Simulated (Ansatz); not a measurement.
## Run report: InH$_{2}$Cl$_{3}$O, frequency calculation

- system: InH$_{2}$Cl$_{3}$O
- method: RKS PBE0-D4/def2-SVP (Ansatz 0.2.0)

Figures and captions count atoms from 1; the log counts them from 0 in places.

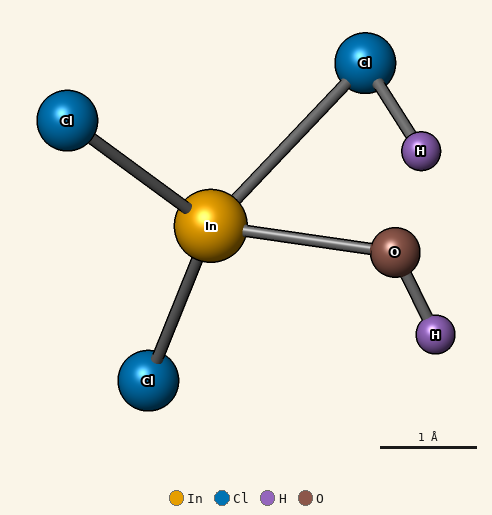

*The structure as given in the input (ball-and-stick view, seen at a tilt). Sticks mark near contacts.*

Bond lengths as drawn: Cl–H 1.40 Å, Cl–In 2.32 to 2.58 Å, H–O 0.97 Å and In–O 2.07 Å.

Input
```yaml
crystal:
  periodic: [false, false, false]
  atoms:
    - {symbol: In, position_ang: [-0.835353, 0.037182, -0.150615]}
    - {symbol: Cl, position_ang: [0.850308, -1.893929, 0.106951]}
    - {symbol: Cl, position_ang: [-1.922549, -0.117079, -2.195994]}
    - {symbol: Cl, position_ang: [-1.946856, 0.423395, 1.860503]}
    - {symbol: H, position_ang: [1.399529, -0.612989, 0.036815]}
    - {symbol: O, position_ang: [1.101446, 0.770238, -0.175792]}
    - {symbol: H, position_ang: [1.353475, 1.393181, 0.518032]}
basis:
  gaussian: {orbitals: def2-SVP}
hamiltonian: {xc: pbe0, dispersion: d4}
phonons: {}
scf: {lower_state_search: off}
```

Launch command:
```bash
ansatz run in.yaml --threads 8 --pin off --events-out ev --progress --plain --max-ram 19148MiB
```

What the program printed
```
Functional definition: PBE0
  name "PBE0"
  cite "Adamo & Barone, J. Chem. Phys. 110, 6158 (1999) doi:10.1063/1.478522"
  cite "Perdew, Burke & Ernzerhof, Phys. Rev. Lett. 77, 3865 (1996) doi:10.1103/PhysRevLett.77.3865"
  parent pbe
  parameter a = 0.25
  parameter kappa = 0.804
  parameter beta = 0.06672455060314922
  exchange = (1 - a)*pbe_x(kappa = kappa, mu = beta*pi^2/3) + a*exact_x
  correlation = pbe_c(beta = beta)
these checks for a lower state are left out or cut short: stability, starts, cluster_reference, orbital_swaps, neighbouring_geometries, increment
1121 factors; integrals over basis functions are off by at most 3.2e-4 eV
mean field evaluation 1: about -44792.3146 eV, gradient 5.0e1 eV
mean field evaluation 2: about -44778.1128 eV, gradient 9.7e1 eV
mean field evaluation 4: about -44797.1582 eV, gradient 4.5e0 eV
mean field evaluation 8: about -44797.2106 eV, gradient 3.8e-2 eV
mean field evaluation 16: about -44797.2106 eV, gradient 1.8e-6 eV
mean field -44797.21058309 eV, -1646.2671242886 hartree, gradient 3.6e-6 eV, S^2 0.000000; 0 other end points of the search recorded, 0 dependent functions left out
the calculation of the forces begins
reference -44797.21061931 eV, -1646.2671256198 hartree; 41, 41 occupied and 63, 63 virtual orbitals, 1121 factors
these checks for a lower state are left out or cut short: stability, starts, cluster_reference, orbital_swaps, neighbouring_geometries, increment
1121 factors; integrals over basis functions are off by at most 3.2e-4 eV
mean field -44797.20942206 eV, -1646.2670816215 hartree, gradient 2.6e-6 eV, S^2 0.000000; 0 other end points of the search recorded, 0 dependent functions left out
[... from here on the field's lines of each further geometry are left out, up to the last ...]
the calculation of the forces begins
reference -44797.21054504 eV, -1646.2671228902 hartree; 41, 41 occupied and 63, 63 virtual orbitals, 1121 factors
these checks for a lower state are left out or cut short: stability, starts, cluster_reference, orbital_swaps, neighbouring_geometries, increment
1121 factors; integrals over basis functions are off by at most 3.2e-4 eV
mean field -44797.21048895 eV, -1646.2671208289 hartree, gradient 1.1e-6 eV, S^2 0.000000; 0 other end points of the search recorded, 0 dependent functions left out
the calculation of the forces begins
reference -44797.21052517 eV, -1646.2671221601 hartree; 41, 41 occupied and 63, 63 virtual orbitals, 1121 factors
WARN: phonons: modes at or below zero, which the zero-point energy, F, S and C_V leave out: 1, the lowest at -381.78 cm⁻¹. A minimum has none, and a first-order saddle one
Total energy: -44797.39789043 eV, -1646.2740077063 hartree
Atom 0 at    -0.835353     0.037182    -0.150615 Å, force    -0.432138     0.146946    -0.027563 eV/Å
Atom 1 at     0.850308    -1.893929     0.106951 Å, force    -0.233281    -1.240217     0.083622 eV/Å
Atom 2 at    -1.922549    -0.117079    -2.195994 Å, force     0.001475    -0.001431     0.002490 eV/Å
Atom 3 at    -1.946856     0.423395     1.860503 Å, force    -0.002688    -0.000635     0.001786 eV/Å
Atom 4 at     1.399529    -0.612989     0.036815 Å, force     0.344165     1.429194    -0.117583 eV/Å
Atom 5 at     1.101446     0.770238    -0.175792 Å, force     0.326602    -0.334367     0.054665 eV/Å
Atom 6 at     1.353475     1.393181     0.518032 Å, force    -0.004134     0.000510     0.002582 eV/Å
Dipole moment:     0.452010     0.155098     0.222518 e Å
Vibrations: -381.78 49.08 86.37 88.17 111.44 232.69 348.07 364.88 402.40 565.14 688.83 758.75 1011.36 1759.22 3877.97 cm⁻¹, zero-point energy 0.641270 eV
Checks for a lower state left out: stability, starts, cluster_reference, orbital_swaps, neighbouring_geometries, increment
```

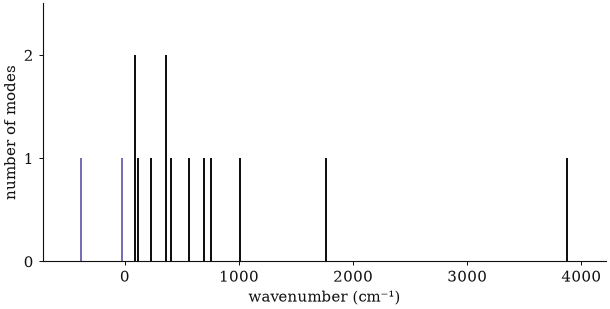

*Harmonic vibrational wavenumbers from the force constants; neighbouring modes closer than 19 cm⁻¹ are counted in one stick, and imaginary ones are drawn at negative wavenumbers.*

15 modes from 381i to 3878 cm⁻¹, 2 imaginary beyond 8i (381i, 28i cm⁻¹): not a minimum.

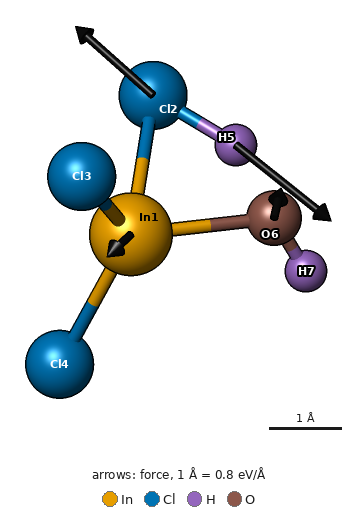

*Forces on the atoms as black arrows (ball-and-stick view, seen at a tilt; atoms are numbered from 1 in the order of the input); the smallest are left out.*

The largest act on H5 (1.47 eV/Å); Cl2 (1.26 eV/Å); O6 (0.47 eV/Å); In1 (0.46 eV/Å). The geometry is not a stationary point of this energy.

Summary

| quantity | value |
| --- | --- |
| outcome | converged |
| total energy | −44797.3979 eV |
| mean-field energy | −44797.2106 eV |
| dispersion energy | −0.1873 eV |
| largest force (length of the vector) | 1.475 eV/Å |
| dipole moment | 2.53 D |
| hardware | 8 threads of Arm Neoverse V1, 23 GiB of memory available, shared host |
| wall time | 32 s (CPU time 3.5 min) |
| peak memory | 0.24 GiB |
